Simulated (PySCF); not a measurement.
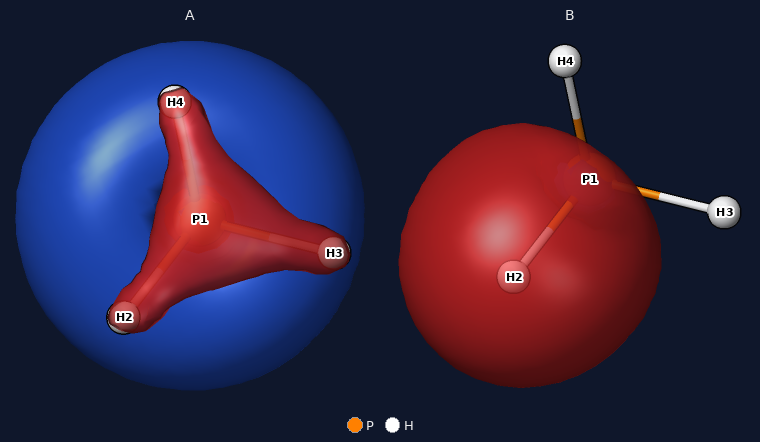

Figure. H$_{3}$P, SMILES `P`. Foster–Boys orbitals, occupied; each surface holds about 85 % of the orbital's density. Energies are diagonal elements of the Fock matrix.

PySCF calculation, HF/def2-SVPD, gas phase; geometry: GFN2-xTB. No frequency check shows the geometry to be a minimum. GFN2-xTB bond lengths at metals and heavier atoms can be off by up to 0.1 Å and shapes distorted, which carries into these values.

Input

```python
import numpy as np
from pyscf import gto, scf, dft, lo
from pyscf.data.elements import chemcore

def solve(mol, dm0=None, hcore=None):
    mf = scf.UHF(mol) if mol.spin else scf.RHF(mol)
    mf = mf.density_fit(auxbasis='def2-universal-jkfit')
    mf.conv_tol, mf.max_cycle = 1e-8, 80
    if hcore is not None:
        mf.get_hcore = lambda *args: hcore
    mf.kernel(dm0)
    if not mf.converged:
        mf = mf.newton().run(mf.mo_coeff, mf.mo_occ, max_cycle=30)
    assert mf.converged, 'SCF not converged'
    return mf

mol = gto.M(atom='''
P     -0.00003     0.00000     0.12805
H     -1.09956     0.35152    -0.64047
H      0.85446     0.77663    -0.64009
H      0.24560    -1.12815    -0.64021
''', basis='def2-svpd', charge=0, spin=0, verbose=4)
mf = solve(mol)
occ_all = mf.mo_coeff[:, mf.mo_occ > 0]
occ = occ_all[:, chemcore(mol):]
bo = lo.Boys(mol, occ)
loc = bo.kernel()
for _ in range(5):
    new, stable = bo.stability(return_status=True)
    if stable:
        break
    loc = bo.kernel(new)
fock, s = mf.get_fock(), mf.get_ovlp()
ortho = lo.orth_ao(mol, 'meta_lowdin')
labels = mol.ao_labels(fmt=None)
vir = loc[:, :0]
both = np.hstack([loc, vir])
p = (ortho.T @ s @ both) ** 2
pop = np.array([p[[l[0] == a for l in labels]].sum(0) for a in range(mol.natm)])
spd = np.array([[p[[l[0] == a and l[2][-1] == k for l in labels]].sum(0) for k in 'spd'] for a in range(mol.natm)])
eps = np.einsum('pi,pq,qi->i', both, fock, both)
for i in np.argsort(eps):
    top = np.argsort(-pop[:, i])[:3]
    print('%3d %s %9.4f Eh ' % (i + 1, 'occ' if i < loc.shape[1] else 'vir', eps[i]), '  '.join('%s%d %.3f' % (mol.atom_symbol(a), a + 1, pop[a, i]) for a in top))
np.savez('result.npz', c=both, nocc=loc.shape[1], pop=pop, spd=spd, eps=eps, e=mf.e_tot)
```

Launched as:

```sh
OMP_NUM_THREADS=1 python input.py
```

The run took 0.81 s on 1 thread of AMD EPYC 7R13 Processor (Zen 3), on a shared host, peak memory 0.2 GiB.

Identify each orbital.

By panel:
- A: lone pair on P1 (sp1.2-type) (P1 100 %; −12.4 eV)
- B: σ bond H2–P1 (H2 51 %, P1 49 %; −16.7 eV)

How do all the valence pairs divide up?

4 pairs: 3 σ bonds and 1 lone pair.
